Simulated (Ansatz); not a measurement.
## Electronic structure of ClH₃Si···PH₃ in real space

```xyz
9

Si    0.5452   -0.0287   -0.1014
Cl    0.9899   -0.0240    1.9208
H     1.7981    0.2221   -0.8651
H    -0.4507    1.0454   -0.3720
H    -0.0196   -1.3579   -0.4637
P    -3.2403    0.2150    1.2433
H    -2.9493   -0.9139    0.4161
H    -3.9544   -0.5752    2.1959
H    -2.0083    0.1050    1.9579
```

Level of theory: Ansatz 0.2.0, RKS PBE0-D4/def2-SVP.

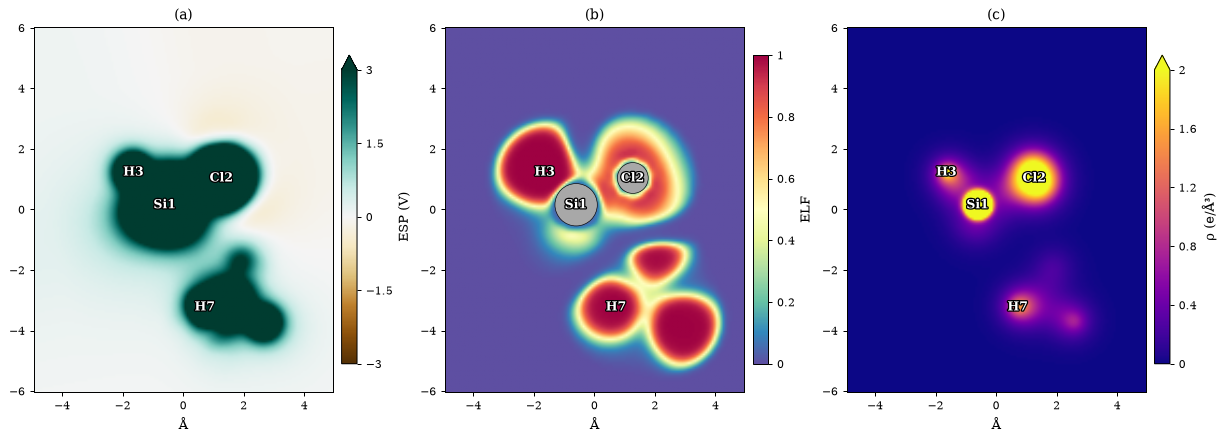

Figure 1. (a) electrostatic potential; (b) electron localisation function; (c) electron density on the plane of atoms Cl2, Si1 and H3. Grey discs cover the atomic cores in the ELF map.

> Describe what can be read from this map.

Atoms in the plane: Si, Cl and H. Si–Cl (2.07 Å): ρ at the midpoint is about 0.84 e/Å³; the ELF peaks at about 0.90 between the atoms (a polar covalent bond). Si–H (1.49 Å): ρ at the midpoint is about 0.79 e/Å³; the ELF climbs to about 1 towards the hydrogen, as it does in any bond to H. The ELF also peaks beside Cl2, away from the bonds: lone-pair regions. Outside the dense part of the complex the potential is most negative (−0.4 V) near Cl2.

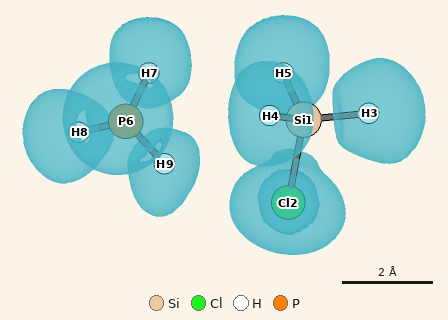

Figure 2. Isosurface of the ELF at 0.75 (cyan), seen at a tilt. Core shells and regions of very low density are left out.

> Where are the electrons localised?

The ELF exceeds this value in three regions around hydrogen nuclei, one region on Cl in which the atom's valence shell and bonds are merged and one joined region spread over several atoms (H, P), in which their bonds and any lone pairs are merged. Along the contacts the grid gives the following. Si1···H9 (3.28 Å): the ELF dips to about 0 between them: a weak contact between the two molecules.

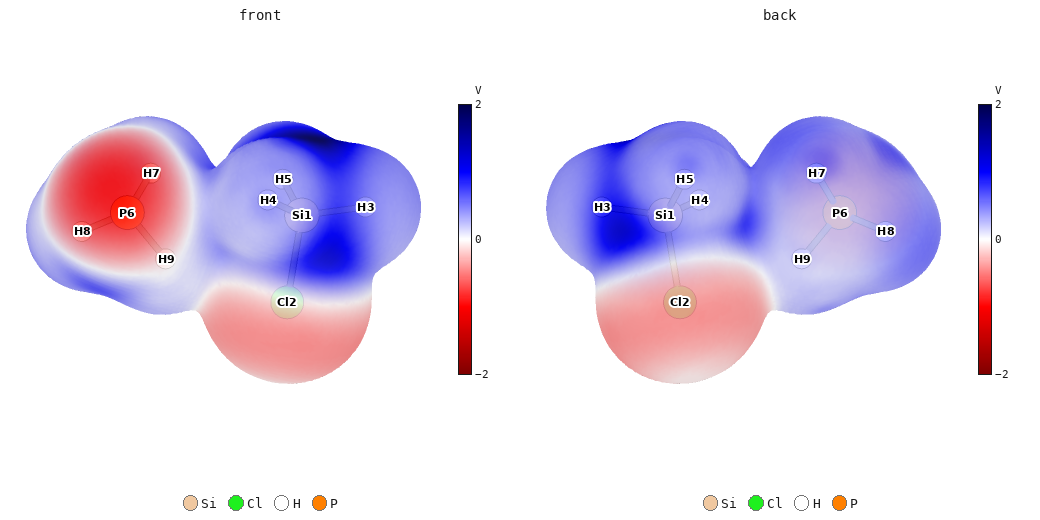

Figure 3. The molecular electrostatic potential painted on the density surface at 0.002 e/bohr³, seen from the front and from behind; the colour scale runs from red (negative) to blue (positive).

> Describe the electrostatic potential map.

The most negative region (about −0.9 V) lies over P6, the most positive (about +1.8 V) over Si1.

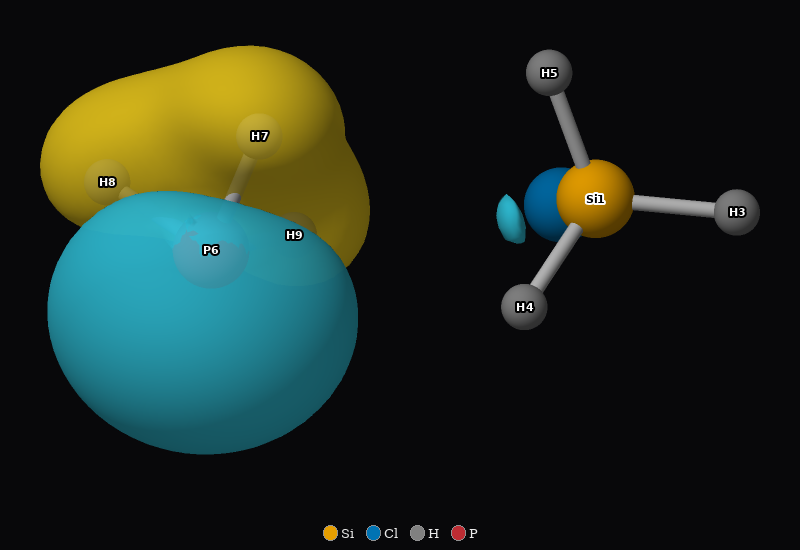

Figure 4. The HOMO at ±0.08 Å⁻³ᐟ² (yellow and cyan are the two phases), seen from one side.

> Where does this orbital lie, and at what energy?

By Hirshfeld shares it lies mainly on P6 (about 80 %), H8 (about 5 %) and H9 (about 5 %); largely a lone pair of P6. Its energy is −7.75 eV.
